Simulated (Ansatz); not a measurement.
# (SrO)1(LiCl)3 [001] superlattice, started as rocksalt type: phonons and vibrational spectra

Wanted: vibrations and spectra of (SrO)1(LiCl)3 [001] superlattice, started as rocksalt type; the cell is already relaxed.

Program: Ansatz 0.2.0. Level of theory: DFT PBEsol, scalar-relativistic, plane waves, PAW. Results are calculated unless marked as measured.

The structure was built from a prototype and need not be the compound's stable phase.

**1. The starting structure**

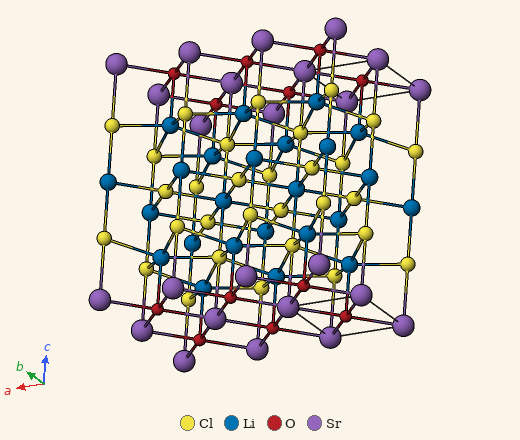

Start, viewed from a free direction; chlorine yellow, lithium blue, oxygen red, strontium purple. 3×2×1 cells are drawn. Some periodic images of atoms are drawn too.

**2. Zone-centre response**

The cell comes from relaxations at this level that are not shown. The zone centre is the only wavevector solved here; it holds the modes that light can see, as far as symmetry allows. The response to a homogeneous field gives the Born charges and the dielectric tensor, and its change with displacement the Raman tensors.

File input.yaml:

```yaml
crystal:
  lattice:
    - [2.5053982963, 2.5053982963, 0.0]
    - [-2.5053982963, 2.5053982963, 0.0]
    - [0.0, 0.0, 10.7162959722]
  atoms:
    - { symbol: Cl, position: [0.0, 0.0, 0.2610559692] }
    - { symbol: Cl, position: [0.5, 0.5, 0.5] }
    - { symbol: Cl, position: [0.0, 0.0, 0.7389440308] }
    - { symbol: Li, position: [0.5, 0.5, 0.2192996068] }
    - { symbol: Li, position: [0.0, 0.0, 0.5] }
    - { symbol: Li, position: [0.5, 0.5, 0.7807003932] }
    - { symbol: O, position: [0.5, 0.5, 0.0] }
    - { symbol: Sr, position: [0.0, 0.0, 0.0] }
kpoints:
  mp_grid: { grid: [8, 8, 2] }
hamiltonian:
  xc: pbesol
scf:
  occupations: { method: fixed }
output:
  eigenvalues: true
phonons:
  method: dfpt
  dielectric: true
  rigid_motions: translations
  raman: true
```

The run is started by

```
$ ansatz run input.yaml --threads 8 --pin off --max-ram 14336MiB --backend cpu --events-out ev --progress --plain --runs-dir out
```

Numbers of over 12 decimals in the logs are rounded to 6 here.

What it wrote:

```text
Engine: ansatz 0.2.0, aarch64-unknown-linux-gnu
Pseudopotentials: kind: paw
Pseudopotential: Cl, paw, valence charge 7, recommended cutoff 420 eV (normal), Cl.paw.azcp
Pseudopotential: Li, paw, valence charge 3, recommended cutoff 420 eV (normal), Li.paw.azcp
Pseudopotential: O, paw, valence charge 6, recommended cutoff 420 eV (normal), O.paw.azcp
Pseudopotential: Sr, paw, valence charge 10, recommended cutoff 420 eV (normal), Sr.paw.azcp
Functional definition: PBEsol
  exchange = pbesol_x
  correlation = pbesol_c
Crystal: 8 atoms, lattice volume = 134.533 Å³
Basis set: ecut = 420 eV, 2631 PW (Γ), exchange–correlation on 48×48×144 points (8 copies of the dense FFT grid, shifted against one another)
Bands: 31, of which v1, the nominal top of the filled ones, is band 23 counted from 1 (22 counted from 0)
Symmetry: 16 space group operations
k-points: 42 of 128 (irreducible under 2 space group operations, time reversal used)
Non-local potential: Cl, projectors of the file, l = 0: 2, l = 1: 2, l = 2: 2
Non-local potential: Li, projectors of the file, l = 0: 3, l = 1: 2, l = 2: 1
Non-local potential: O, projectors of the file, l = 0: 2, l = 1: 2, l = 2: 1
Non-local potential: Sr, projectors of the file, l = 0: 3, l = 1: 2, l = 2: 2
PAW form: soft (Blöchl's): semilocal exchange-correlation on the pseudo side does not see the compensation charge
PAW frozen core: Cl, regenerated for the run's functional, and the local potential with it (the file was generated under x = pbe(κ = 0.804, μ = 0.219515), c = pbe(β = 0.066725))
PAW frozen core: O, regenerated for the run's functional, and the local potential with it (the file was generated under x = pbe(κ = 0.804, μ = 0.219515), c = pbe(β = 0.066725))
PAW frozen core: Sr, regenerated for the run's functional, and the local potential with it (the file was generated under x = pbe(κ = 0.804, μ = 0.219515), c = pbe(β = 0.066725))
PAW one-centre angular grid: Cl, 110 points (default); XC on 64 Gauss nodes
PAW one-centre angular grid: Li, 110 points (default); XC on 64 Gauss nodes
PAW one-centre angular grid: O, 110 points (default); XC on 64 Gauss nodes
PAW one-centre angular grid: Sr, 110 points (default); XC on 64 Gauss nodes
Initial density: superposition of atomic densities (neutral atoms: chi_scale 0, normalization atom), corrected by the library's trained network
Initial wavefunctions: pseudopotential atomic-orbital guess
Functional: x = pbesol(κ = 0.804, μ = 0.123457), c = pbesol(β = 0.046)
SCF iter   1: F=—  HF=-7858.107816 eV  |F-HF|=—  |Δ(HF+E_count)|=         —  Δρ=7.60e-3  dr2=8.87e-2  ethr=1.77e-3  ⟨swp⟩=5.6  Hψ=5893  notcnv=0  defer=201
preconditioner: auto → Resta (q_TF=auto, 2.281 Å⁻¹)  ε∞=3.2  [insulator: Δε(μ)=3.961 eV  Ē_g=13.402 eV  n_scr=26 (ndim 8)  ℏωp=19.7 eV  f_vac=0.000  ε∞_Penn≈3.2]
SCF iter   2: F=—  HF=-7858.086410 eV  |F-HF|=—  |Δ(HF+E_count)|=   2.14e-2  Δρ=3.43e-3  dr2=1.68e-2  ethr=1.93e-4  ⟨swp⟩=2.7  Hψ=2573  notcnv=0  defer=251
SCF iter   3: F=—  HF=-7858.082955 eV  |F-HF|=—  |Δ(HF+E_count)|=   3.45e-3  Δρ=1.17e-3  dr2=2.85e-3  ethr=3.64e-5  ⟨swp⟩=2.4  Hψ=1908  notcnv=0  defer=252
SCF iter   4: F=—  HF=-7858.082382 eV  |F-HF|=—  |Δ(HF+E_count)|=   5.73e-4  Δρ=4.74e-4  dr2=5.63e-4  ethr=6.19e-6  ⟨swp⟩=2.7  Hψ=1565  notcnv=0  defer=252
SCF iter   5: F=—  HF=-7858.082285 eV  |F-HF|=—  |Δ(HF+E_count)|=   9.75e-5  Δρ=9.63e-5  dr2=2.23e-5  ethr=1.22e-6  ⟨swp⟩=2.7  Hψ=1745  notcnv=0  defer=250
SCF iter   6: F=—  HF=-7858.082280 eV  |F-HF|=—  |Δ(HF+E_count)|=   4.15e-6  Δρ=2.01e-5  dr2=5.86e-7  ethr=4.85e-8  ⟨swp⟩=2.0  Hψ=2285  notcnv=0  defer=223
SCF iter   7: F=—  HF=-7858.082284 eV  |F-HF|=—  |Δ(HF+E_count)|=   3.55e-6  Δρ=4.37e-6  dr2=2.67e-8  ethr=1.27e-9  ⟨swp⟩=2.0  Hψ=1802  notcnv=0  defer=192
SCF iter   8: F=—  HF=-7858.082284 eV  |F-HF|=—  |Δ(HF+E_count)|=   1.31e-8  Δρ=6.25e-7  dr2=7.25e-10  ethr=5.81e-11  ⟨swp⟩=2.0  Hψ=1876  notcnv=0  defer=192
SCF iter   9: F=-7858.082284 eV  HF=-7858.082284 eV  |F-HF|=3.64e-12  |Δ(HF+E_count)|=  2.20e-10  Δρ=1.53e-7  dr2=4.03e-11  ethr=1.00e-12  ⟨swp⟩=17.1  Hψ=10669  notcnv=0
SCF 1 converged in 9 iterations: F = -7858.082284 eV  dr2 = 4.03e-11
  greatest PAW one-centre occupation: 0.999 electrons in one spin orbital (limit 2), on the Li atom at site 4 (counted from 0), in its partial waves of l = 0
DFPT response loops at Γ: preconditioner auto → Resta (q_TF=auto, 2.281 Å⁻¹)  ε∞=3.8 (no band partly filled); β = 1.00, the filter's whole step (`scf.mixing.beta` (0.50) is not read by the response loops at its default; to damp them type it under 1.00, their step now; it binds the ground state too); Broyden in place of MSR1
── the response to a field inside a basis, on 8×8×4 k-points: an SCF that follows is theirs, and a resumed run solves both again ──
Bands: 24, of which v1, the nominal top of the filled ones, is band 23 counted from 1 (22 counted from 0)
k-points: 20 of 256
Initial density: handed on by an earlier stage of this run
Initial wavefunctions: pseudopotential atomic-orbital guess (no wavefunctions were taken with the density)
Eigensolver: Dense (20 Hₖ)
SCF iter   1: F=—  HF=-7858.058850 eV  |F-HF|=—  |Δ(HF+E_count)|=         —  Δρ=2.65e-4  dr2=2.04e-5  ethr=1.00e-1
preconditioner: auto → Resta (q_TF=auto, 2.281 Å⁻¹)  ε∞=3.8  [insulator: Δε(μ)=4.421 eV  Ē_g=11.898 eV  n_scr=26 (ndim 8)  ℏωp=19.7 eV  f_vac=0.000  ε∞_Penn≈3.8]
SCF iter   2: F=—  HF=-7858.058857 eV  |F-HF|=—  |Δ(HF+E_count)|=   6.53e-6  Δρ=1.25e-4  dr2=8.06e-6  ethr=4.44e-8
SCF iter   3: F=—  HF=-7858.058859 eV  |F-HF|=—  |Δ(HF+E_count)|=   2.15e-6  Δρ=6.63e-5  dr2=1.47e-6  ethr=1.75e-8
SCF iter   4: F=—  HF=-7858.058860 eV  |F-HF|=—  |Δ(HF+E_count)|=   6.49e-7  Δρ=4.16e-6  dr2=2.17e-8  ethr=3.19e-9
SCF iter   5: F=—  HF=-7858.058860 eV  |F-HF|=—  |Δ(HF+E_count)|=   5.73e-9  Δρ=1.11e-6  dr2=1.47e-9  ethr=4.72e-11
SCF iter   6: F=-7858.058860 eV  HF=-7858.058860 eV  |F-HF|=2.36e-11  |Δ(HF+E_count)|=  9.26e-10  Δρ=1.59e-7  dr2=3.22e-11  ethr=3.20e-12
SCF 1 converged in 6 iterations: F = -7858.058860 eV  dr2 = 3.22e-11
DFPT response loops at Γ: preconditioner auto → Resta (q_TF=auto, 2.281 Å⁻¹)  ε∞=3.7 (no band partly filled); β = 1.00, the filter's whole step (`scf.mixing.beta` (0.50) is not read by the response loops at its default; to damp them type it under 1.00, their step now; it binds the ground state too); Broyden in place of MSR1
DFPT response loops at Γ: mixed as the last ones told, above
SCF converged after 9 iterations
Free energy (F): -7858.082284 eV
Harris-Foulkes:  -7858.082284 eV  (|F-HF|=3.64e-12)
Internal energy: -7858.082284 eV  (E = F + TS)
E sigma→0 (E₀):  -7858.082284 eV
Fermi energy:    4.334763 eV
[...]
ASR residual per site (eV/Å²): 3.54e-4 3.62e-4 3.54e-4 5.02e-4 1.69e-3 5.02e-4 2.51e-4 1.27e-4
  Γ frequencies (cm⁻¹): -184.49 0.00 0.00 0.00 68.10 68.10 89.20 89.20 107.58 107.58 108.75 125.93 221.61 221.61 233.62 233.62 244.78 251.08 251.08 251.68 273.32 285.70 285.70 312.23
  ε∞ (high-frequency dielectric tensor):
        3.262519    -0.000000     0.000000
       -0.000000     3.262519     0.000000
        0.000000     0.000000     3.256059
  softest optical mode at Γ: -184.49 cm⁻¹; the repairs (sum rule, projections) moved no ω² at Γ by more than (8.49 cm⁻¹)²
  Born effective charges Z* (e; rows j = field, columns β = displacement):
    site 0:
        -1.11385   -0.00000   -0.00000
        -0.00000   -1.11385    0.00000
        -0.00000    0.00000   -1.24200
    site 1:
        -1.24726    0.00000    0.00000
        -0.00000   -1.24726   -0.00000
         0.00000    0.00000   -1.19276
    site 2:
        -1.11385    0.00000    0.00000
        -0.00000   -1.11385    0.00000
         0.00000   -0.00000   -1.24200
    site 3:
         1.17504   -0.00000    0.00000
         0.00000    1.17504   -0.00000
        -0.00000    0.00000    1.09846
    site 4:
         1.18732   -0.00000    0.00000
         0.00000    1.18732   -0.00000
         0.00000    0.00000    1.22326
    site 5:
         1.17504   -0.00000    0.00000
         0.00000    1.17504   -0.00000
         0.00000   -0.00000    1.09846
    site 6:
        -2.57405   -0.00000    0.00000
         0.00000   -2.57405   -0.00000
         0.00000    0.00000   -1.76279
    site 7:
         2.51162   -0.00000    0.00000
         0.00000    2.51162   -0.00000
         0.00000    0.00000    2.01937
  Z* charge neutrality: 6.592e-3 e pre-enforcement
  solved inside a basis spanned on kpoints, on 8×8×4 k-points: ε∞ is read to err by 9.6e-3, Z* by 1.2e-2 e (field_mesh: kpoints solves on kpoints); Z* is corrected for what the basis lacks
  Raman tensors (in the event stream and the table raman_tensors.tsv): an entry may err by 2.4e-2 Å², one of the second-order susceptibility by 1.9e-19 pm/V (basis, points and sum rule); their sum over the sites missed zero by 2.220e-16 Å² ahead of its enforcement
  optical modes at Γ without the LO–TO term, one row a degenerate level:
      ω (cm⁻¹)  modes    IR ((D/Å)²/amu)  static Raman (Å⁴/amu)  depolarisation
       -184.49      1            15.2193                 0.0000               —
         68.10      2             1.3418                 0.0000               —
         89.20      2             0.0000                 1.3059           0.750
        107.58      2             1.8929                 0.0000               —
        108.75      1             0.0028                 0.0000               —
        125.93      1             0.0000                 4.3207           0.011
        221.61      2            11.4671                 0.0000               —
        233.62      2             0.3190                 0.0000               —
        244.78      1             6.0058                 0.0000               —
        251.08      2             0.0000                 0.3563           0.750
        251.68      1             0.0926                 0.0000               —
        273.32      1             0.0000                 1.4939           0.026
        285.70      2            40.3970                 0.0000               —
        312.23      1             0.1646                 0.0000               —
  optical modes at Γ + LO–TO along q̂ = [1.0000, 0.0000, 0.0000]:
      ω (cm⁻¹)  modes    IR ((D/Å)²/amu)  static Raman (Å⁴/amu)  depolarisation
       -184.49      1            15.2193                 0.0000               —
         68.10      1             0.6709                 0.0000               —
         74.29      1             0.0471                 0.0000               —
         89.20      2             0.0000                 1.3059           0.750
        107.58      1             0.9465                 0.0000               —
        108.75      1             0.0028                 0.0000               —
        114.84      1             0.1112                 0.0000               —
        125.93      1             0.0000                 4.3207           0.011
        221.61      1             5.7336                 0.0000               —
        232.37      1             0.0577                 0.0000               —
        233.62      1             0.1595                 0.0000               —
        236.51      1             0.1756                 0.0000               —
        244.78      1             6.0058                 0.0000               —
        251.08      2             0.0000                 0.3563           0.750
        251.68      1             0.0926                 0.0000               —
        273.32      1             0.0000                 1.4939           0.026
        285.70      1            20.1985                 0.0000               —
        312.23      1             0.1646                 0.0000               —
        455.56      1            27.3173                 0.0000               —
  optical modes at Γ + LO–TO along q̂ = [0.0000, 1.0000, 0.0000]:
      ω (cm⁻¹)  modes    IR ((D/Å)²/amu)  static Raman (Å⁴/amu)  depolarisation
       -184.49      1            15.2193                 0.0000               —
         68.10      1             0.6709                 0.0000               —
         74.29      1             0.0471                 0.0000               —
         89.20      2             0.0000                 1.3059           0.750
        107.58      1             0.9465                 0.0000               —
        108.75      1             0.0028                 0.0000               —
        114.84      1             0.1112                 0.0000               —
        125.93      1             0.0000                 4.3207           0.011
        221.61      1             5.7336                 0.0000               —
        232.37      1             0.0577                 0.0000               —
        233.62      1             0.1595                 0.0000               —
        236.51      1             0.1756                 0.0000               —
        244.78      1             6.0058                 0.0000               —
        251.08      2             0.0000                 0.3563           0.750
        251.68      1             0.0926                 0.0000               —
        273.32      1             0.0000                 1.4939           0.026
        285.70      1            20.1985                 0.0000               —
        312.23      1             0.1646                 0.0000               —
        455.56      1            27.3173                 0.0000               —
  optical modes at Γ + LO–TO along q̂ = [0.0000, 0.0000, 1.0000]:
      ω (cm⁻¹)  modes    IR ((D/Å)²/amu)  static Raman (Å⁴/amu)  depolarisation
         68.10      2             1.3418                 0.0000               —
         89.20      2             0.0000                 1.3059           0.750
        105.72      1             2.5281                 0.0000               —
        107.58      2             1.8929                 0.0000               —
        110.73      1             1.7170                 0.0000               —
        125.93      1             0.0000                 4.3207           0.011
        221.61      2            11.4671                 0.0000               —
        233.62      2             0.3190                 0.0000               —
        251.08      2             0.0000                 0.3563           0.750
        251.57      1             0.0013                 0.0000               —
        273.32      1             0.0000                 1.4939           0.026
        285.70      2            40.3970                 0.0000               —
        309.07      1             0.8738                 0.0000               —
        347.70      1            16.3649                 0.0000               —
```

It took 2.6 min on 8 threads of Arm Neoverse V1, shared host; peak memory 2.8 GiB.

A gap read on the k-mesh alone can miss the band edges.

Numbers from this step:

```
gap on the k-mesh                                       : 4.171 eV
volume per atom                                         : 16.82 Å³
sum-rule residual before enforcement                    : 0.001690 eV/Å²
miss of the charge sum rule                             : 0.006592 e
estimated error of the dielectric tensor                : 0.009558
estimated error of the Born charges                     : 0.01206 e
point group                                             : 4/mmm
highest optical mode at the zone centre (no LO-TO term) : 312.2 cm⁻¹
lowest optical zone-centre mode                         : -184.5 cm⁻¹
mean high-frequency dielectric constant                 : 3.260
largest Born charge (third of the trace)                : 2.348 e
top of the zone-centre spectrum with the field          : 455.6 cm⁻¹
```

Without the LO-TO term. Patterns of degenerate modes are one choice out of their space. Modes at Γ, with each element's share of the kinetic energy (negative means imaginary):

| mode | frequency (cm⁻¹) | symmetry | Cl % | Li % | O % | Sr % |
| --- | --- | --- | --- | --- | --- | --- |
| 1 | -184.5 | A2u | 7 | 69 | 24 | 0 |
| 2 | 0.0 | acoustic | 46 | 9 | 7 | 38 |
| 3 | 0.0 | acoustic | 46 | 9 | 7 | 38 |
| 4 | 0.0 | acoustic | 46 | 9 | 7 | 38 |
| 5 | 68.1 | Eu | 46 | 8 | 3 | 42 |
| 6 | 68.1 | Eu | 46 | 8 | 3 | 42 |
| 7 | 89.2 | Eg | 96 | 4 | 0 | 0 |
| 8 | 89.2 | Eg | 96 | 4 | 0 | 0 |
| 9 | 107.6 | Eu | 83 | 10 | 0 | 8 |
| 10 | 107.6 | Eu | 83 | 10 | 0 | 8 |
| 11 | 108.8 | A2u | 67 | 5 | 9 | 19 |
| 12 | 125.9 | A1g | 35 | 65 | 0 | 0 |
| 13 | 221.6 | Eu | 19 | 81 | 0 | 0 |
| 14 | 221.6 | Eu | 19 | 81 | 0 | 0 |
| 15 | 233.6 | Eu | 6 | 58 | 27 | 10 |
| 16 | 233.6 | Eu | 6 | 58 | 27 | 10 |
| 17 | 244.8 | A2u | 46 | 25 | 2 | 27 |
| 18 | 251.1 | Eg | 4 | 96 | 0 | 0 |
| 19 | 251.1 | Eg | 4 | 96 | 0 | 0 |
| 20 | 251.7 | A2u | 31 | 47 | 22 | 0 |
| 21 | 273.3 | A1g | 65 | 35 | 0 | 0 |
| 22 | 285.7 | Eu | 0 | 35 | 63 | 2 |
| 23 | 285.7 | Eu | 0 | 35 | 63 | 2 |
| 24 | 312.2 | A2u | 3 | 45 | 37 | 15 |

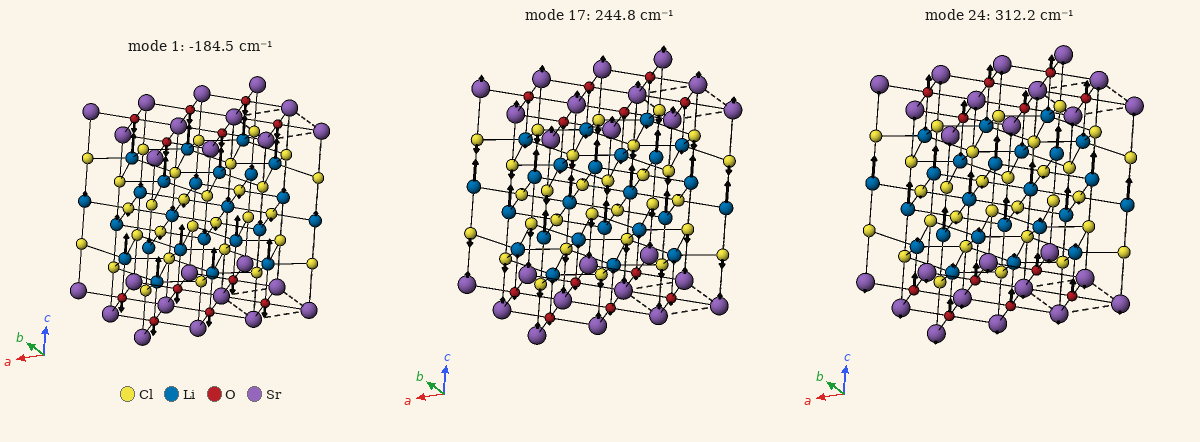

Displacement patterns of modes 1, 17 and 24 at Γ; arrows are exaggerated. 3×2×1 cells are drawn. Some periodic images of atoms are drawn too.

Optical modes at the zone centre, without and with the macroscopic field of the longitudinal modes; each column is sorted by frequency, so a row need not hold one and the same mode. Modes with and without the field, by row:

| rank among optical modes | no field (cm⁻¹) | q along (1, 0, 0) (cm⁻¹) | q along (0, 0, 1) (cm⁻¹) |
| --- | --- | --- | --- |
| 1 | -184.5 | -184.5 | 68.1 |
| 2 | 68.1 | 68.1 | 68.1 |
| 3 | 68.1 | 74.3 | 89.2 |
| 4 | 89.2 | 89.2 | 89.2 |
| 5 | 89.2 | 89.2 | 105.7 |
| 6 | 107.6 | 107.6 | 107.6 |
| 7 | 107.6 | 108.8 | 107.6 |
| 8 | 108.8 | 114.8 | 110.7 |
| 9 | 125.9 | 125.9 | 125.9 |
| 10 | 221.6 | 221.6 | 221.6 |
| 11 | 221.6 | 232.4 | 221.6 |
| 12 | 233.6 | 233.6 | 233.6 |
| 13 | 233.6 | 236.5 | 233.6 |
| 14 | 244.8 | 244.8 | 251.1 |
| 15 | 251.1 | 251.1 | 251.1 |
| 16 | 251.1 | 251.1 | 251.6 |
| 17 | 251.7 | 251.7 | 273.3 |
| 18 | 273.3 | 273.3 | 285.7 |
| 19 | 285.7 | 285.7 | 285.7 |
| 20 | 285.7 | 312.2 | 309.1 |
| 21 | 312.2 | 455.6 | 347.7 |

Born charge (rows field, columns displacement) (e), principal values of the symmetric part by kind of site:

| atom | atoms with these values | low | middle | high | mean |
| --- | --- | --- | --- | --- | --- |
| Cl1 | 2 | -1.24 | -1.11 | -1.11 | -1.16 |
| Cl2 | 1 | -1.25 | -1.25 | -1.19 | -1.23 |
| Li4 | 2 | 1.10 | 1.18 | 1.18 | 1.15 |
| Li5 | 1 | 1.19 | 1.19 | 1.22 | 1.20 |
| O7 | 1 | -2.57 | -2.57 | -1.76 | -2.30 |
| Sr8 | 1 | 2.02 | 2.51 | 2.51 | 2.35 |

In full for Cl1:

```
-1.11  0.00  0.00
 0.00 -1.11  0.00
 0.00  0.00 -1.24
```

High-frequency dielectric tensor:

```
3.26 0.00 0.00
0.00 3.26 0.00
0.00 0.00 3.26
```

[end of part 1 of 2]

[Logs are printed without paths, hosts, clocks, repeated set-up lines and the standing remarks that a program may print on its own settings, such as how far it seeks lower states.]

[Hosts, paths, dates, database ids (printed as entryN), source tags and the programs' standing remarks are cut or masked in the printed files.]
